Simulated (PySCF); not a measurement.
**C₂H₄N₂O, SMILES `N=CC(N)=O`: what the electrons do**

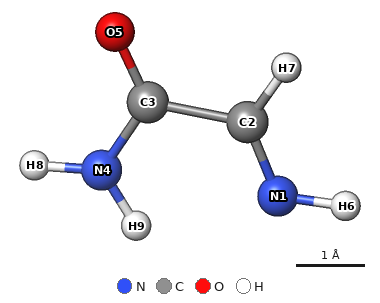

The molecule, with its atoms numbered as below. No frequency check shows the geometry to be a minimum.

Coordinates in Å:

```
N1      -1.8015    0.1732    0.0000
C2      -0.8427   -0.6373    0.0000
C3       0.5690   -0.1130    0.0000
N4       0.6254    1.2299    0.0000
O5       1.5311   -0.8501    0.0000
H6      -2.7335   -0.2363    0.0000
H7      -0.9106   -1.7294    0.0000
H8       1.5114    1.7050    0.0000
H9      -0.2416    1.7417    0.0000
```

## 1. Excited states

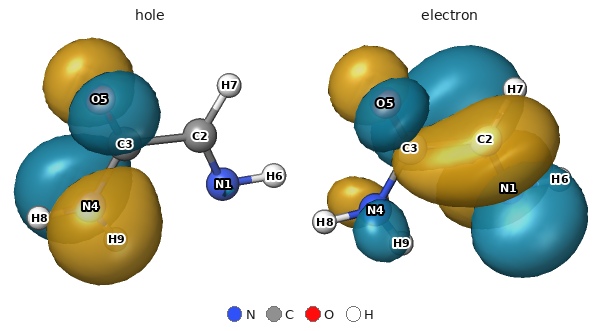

Leading natural transition orbital pair of S₃ (TDA singlet states); the surfaces enclose about 85 % of each orbital's density.

Computed with PySCF, CAM-B3LYP/6-31+G*, geometry: GFN2-xTB.

**Characterise the state.**

5.90 eV (210 nm), f = 0.060, n → π*; the leading pair carries 97 %; hole on N4 (53 %), O5 (27 %) and C3 (9 %), electron on C2 (31 %), N1 (31 %) and C3 (14 %); their centroids lie 1.7 Å apart. In canonical orbitals it is mainly HOMO−1 → LUMO (95 %). The HOMO–LUMO gap is 8.49 eV.

## 2. Removing or adding an electron

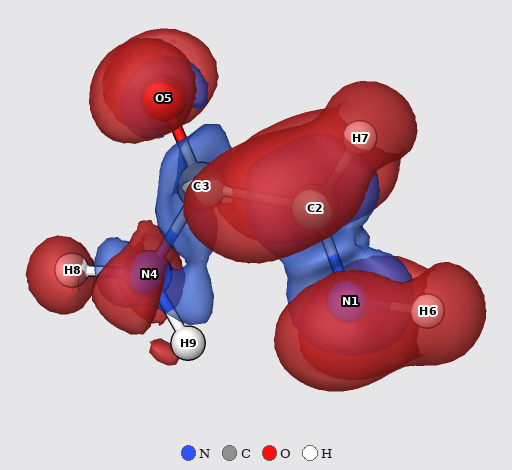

Fukui function f⁺ = ρ(N+1) − ρ(N) at fixed geometry, surfaces at ±0.02 e/Å³ (red positive, blue negative).

Method: HF/def2-SVP; geometry: GFN2-xTB; program: PySCF.

**On which atoms does the density change most on addition of an electron?**

f⁺ (Hirshfeld-condensed) is largest on C2 (0.25) and N1 (0.22); the vertical electron affinity is −1.60 eV (the stability of the anion's solution wasn't checked; negative, but this basis has no diffuse functions, so it doesn't show that the anion is unbound). Condensed values hint at sites of nucleophilic attack but needn't mark the atom that reacts. Shares this close don't rank the sites. Orbital relaxation makes it negative in places (0.23 e in all).

| atom | f⁺ | charge |
| --- | --- | --- |
| N1 | +0.22 | −0.23 |
| C2 | +0.25 | +0.07 |
| C3 | +0.10 | +0.21 |
| N4 | +0.05 | −0.20 |
| O5 | +0.13 | −0.36 |
| H6 | +0.09 | +0.14 |
| H7 | +0.09 | +0.07 |
| H8 | +0.05 | +0.15 |
| H9 | +0.03 | +0.14 |

## 3. Localised orbitals

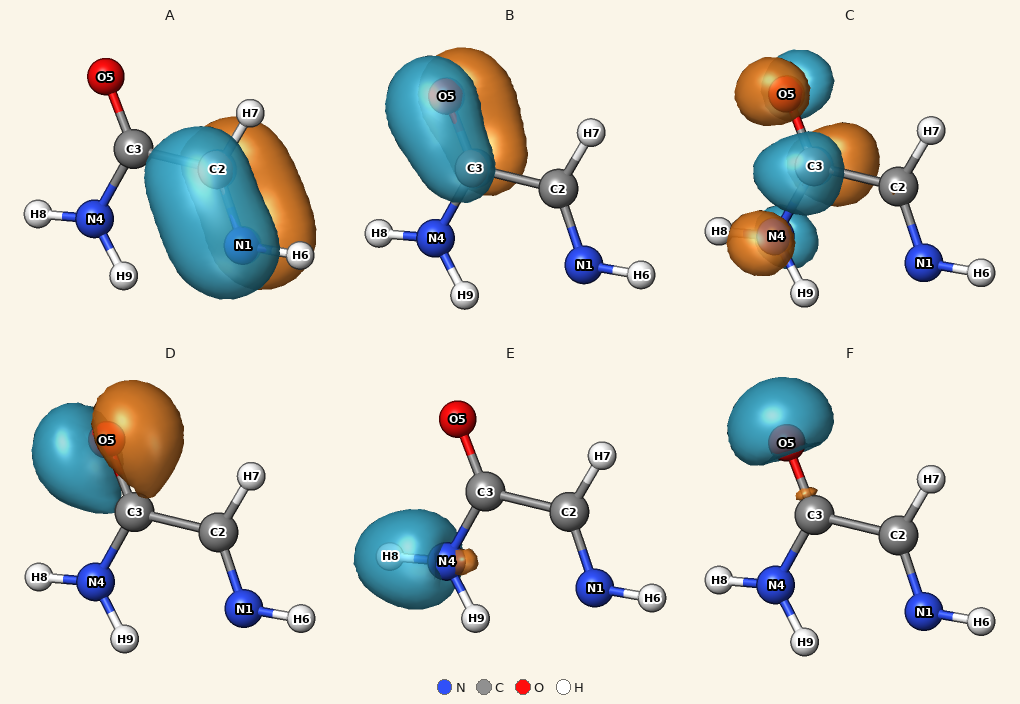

Intrinsic bond orbitals (IBO), occupied and valence-virtual; each surface holds about 80 % of the orbital's density. Energies are diagonal elements of the Fock matrix.

Computed with PySCF, BLYP/cc-pVTZ, geometry: GFN2-xTB.

**Identify each orbital.**

By panel:
- A: π bond N1–C2 (N1 55 %, C2 44 %; −8.9 eV)
- B: π bond O5–C3 (O5 69 %, C3 29 %; −8.6 eV)
- C: delocalised π* orbital mainly over C3, O5 and N4 (C3 55 %, O5 28 %, N4 16 %; 0.8 eV)
- D: lone pair on O5 (p-type) (O5 92 %, C3 4 %; −6.5 eV)
- E: σ bond N4–H8 (N4 64 %, H8 35 %; −15.7 eV)
- F: lone pair on O5 (sp0.7-type) (O5 100 %; −13.0 eV)

**How do all the valence pairs divide up?**

14 pairs: 8 σ bonds, 3 lone pairs, 2 two-centre π bonds and 1 strongly polarised pair.
